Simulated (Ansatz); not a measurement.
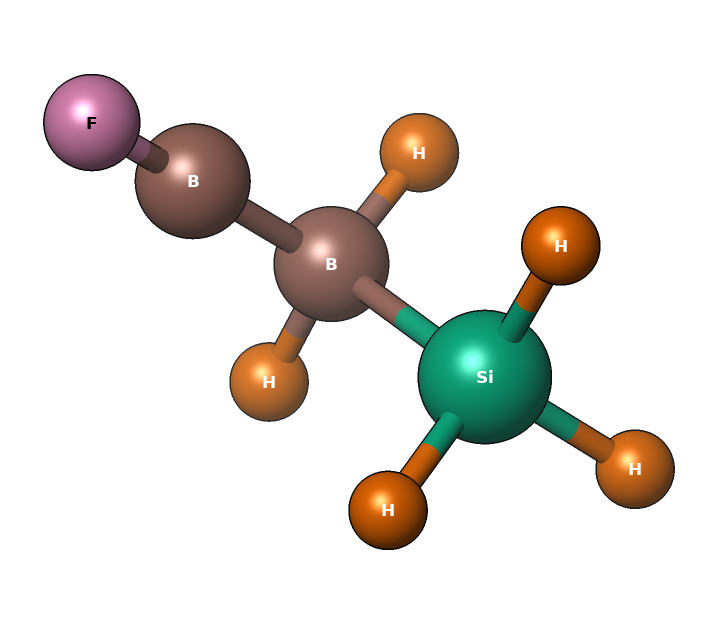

Every bond is drawn as one stick, whatever its order.

The geometry was computed by an optimisation with PBE0-D4/def2-TZVP.

Question: Give the formula.

Answer: B₂FH₅Si, 9 atoms: 2 boron, 1 fluorine, 5 hydrogen and 1 silicon.

Question: How many atoms are distinct by symmetry?

Answer: 7: 1 B, 1 B, 1 F, 1 Si, 2 H, 2 H, 1 H.

More results for the same structure follow; atom numbers are the same in all pictures, views and colours differ.

### Shape

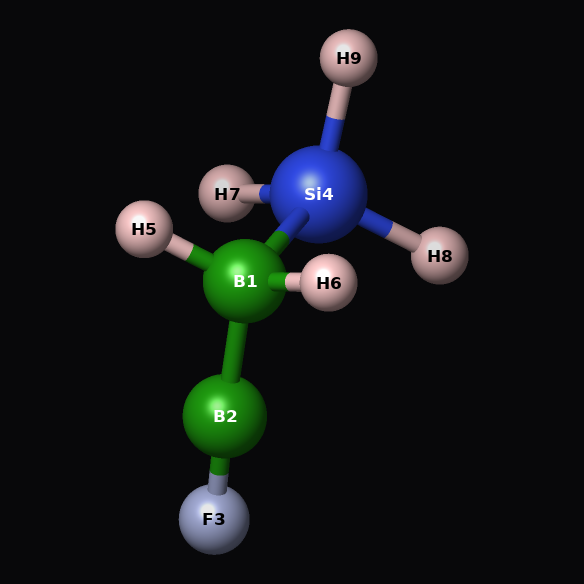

The atoms are numbered.

Which atoms are bonded, and how long are the bonds?

```
  bond  length (Å)
 B1–B2       1.559
B1–Si4       2.047
 B1–H5       1.205
 B1–H6       1.205
 B2–F3       1.262
Si4–H7       1.492
Si4–H8       1.492
Si4–H9       1.488
```

### Levels of theory compared

Program: Ansatz 0.2.0.

Tabulate dipole (D), HOMO–LUMO gap (eV) at these levels: B3LYP-D4/def2-TZVPP; PBE-D4/def2-TZVPP; r2SCAN-D4/def2-TZVPP; ωB97M-V/def2-TZVPP.

```tsv
level	dipole (D)	HOMO–LUMO gap (eV)
B3LYP-D4/def2-TZVPP	2.21	6.06
PBE-D4/def2-TZVPP	2.10	4.49
r2SCAN-D4/def2-TZVPP	2.16	5.02
ωB97M-V/def2-TZVPP	2.39	10.57
```

### Vibrations

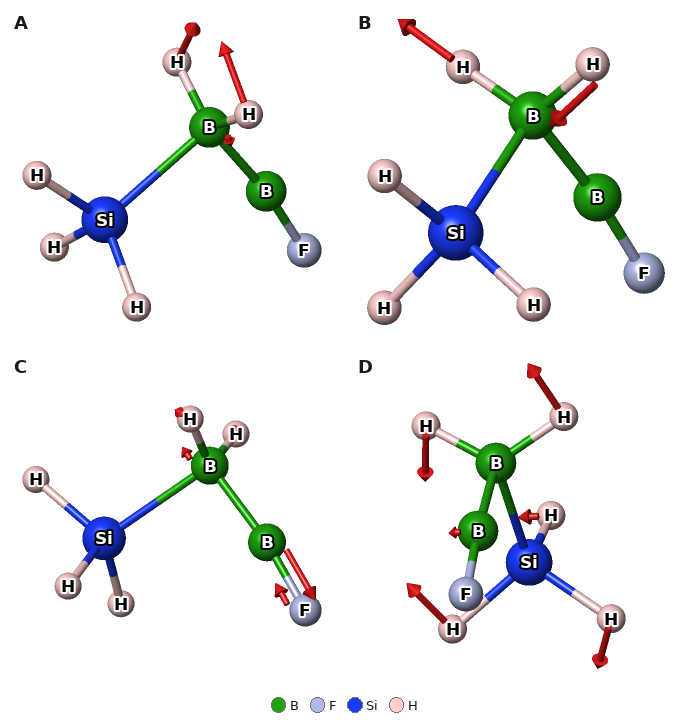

4 normal modes of one molecule or complex, as arrows. Harmonic vibrations computed with RKS PBE0-D4/def2-TZVP (Ansatz 0.2.0) at a stationary point of the same level.

Question: Match the panels to the wavenumbers 388 cm⁻¹, 1057 cm⁻¹, 1622 cm⁻¹, 2592 cm⁻¹.

Answer: A: 1057 cm⁻¹, H–B–H bending
B: 2592 cm⁻¹, out-of-phase stretching of 2 B–H bonds
C: 1622 cm⁻¹
D: 388 cm⁻¹, H–B–Si bending

### Charges

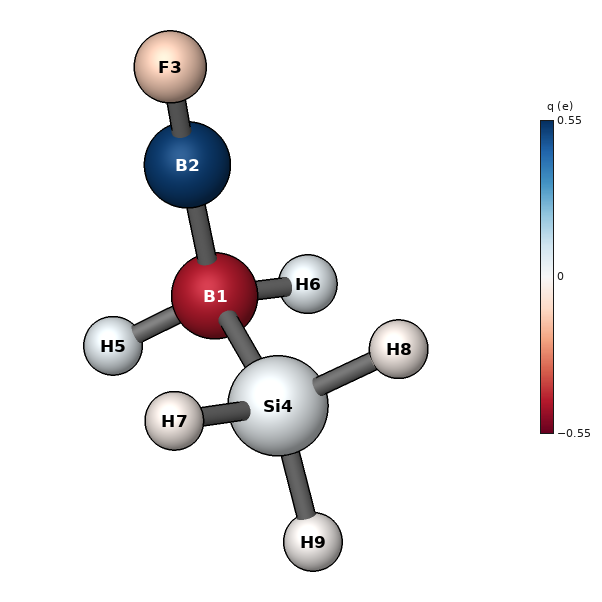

Atoms are coloured by their Mulliken charges. Method: RKS PBE0-D4/def2-TZVP (Ansatz 0.2.0).

List the Mulliken charges.

```tsv
atom	value (e)
B1	−0.44
B2	0.52
F3	−0.13
Si4	0.03
H5	0.05
H6	0.05
H7	−0.03
H8	−0.03
H9	−0.01
```

Mulliken values depend strongly on the basis set and can even reverse the polarity of a bond.
